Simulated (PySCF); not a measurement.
Species, as SMILES: Cl[C]Cl (closed-shell singlet).
Geometry (B3LYP-D3(BJ)/def2-TZVP, fixed):
```
C
Cl 1 1.7242
Cl 1 1.7242 2 109.61
```
Charge 0, spin multiplicity 1.

Basis-set convergence of the mean static polarisability at HF with PySCF. All functions are spherical. Density fitting with generated auxiliary sets. No added dispersion term, no relativity. Reference: the value in aug-pcseg-3, 40.84 bohr³, itself unsure by roughly 0.3 % (its mean distance from aug-cc-pV(Q+d)Z, aug-pcseg-2, aug-cc-pV(T+d)Z). Deviations are taken from unrounded values. Cost is core time over that of def2-TZVP, rough, on shared machines of one kind; a dash marks a row that isn't timed (too short, read off another run, short of memory, by another algorithm or on other hardware).

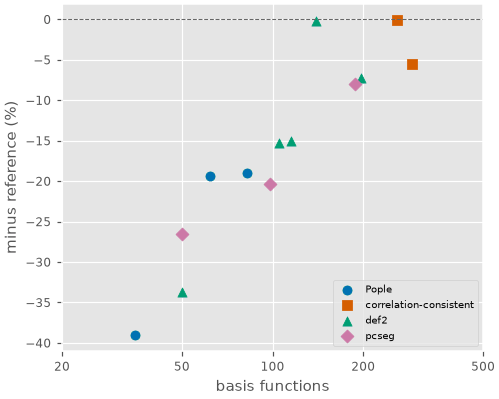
Deviation from the reference against the number of basis functions, by family of sets.

```
basis            functions  mean static polarisability (bohr³)  minus reference (%)  cost
---------------  ---------  ----------------------------------  -------------------  ----
3-21G                   35                               24.90                -39.0     -
def2-SVP                50                               27.07                -33.7     -
pcseg-1                 50                               30.00                -26.5     -
6-31+G*                 62                               32.94                -19.3     -
6-311+G**               82                               33.09                -19.0     -
pcseg-2                 98                               32.54                -20.3  0.8×
def2-TZVP              105                               34.61                -15.3    1×
def2-TZVPP             115                               34.69                -15.0    1×
def2-TZVPPD            139                               40.73                 -0.3    3×
pcseg-3                188                               37.56                 -8.0    6×
def2-QZVPP             197                               37.86                 -7.3    6×
aug-cc-pV(Q+d)Z        258                               40.82                  0.0   10×
cc-pV(5+d)Z            291                               38.57                 -5.6   20×
```
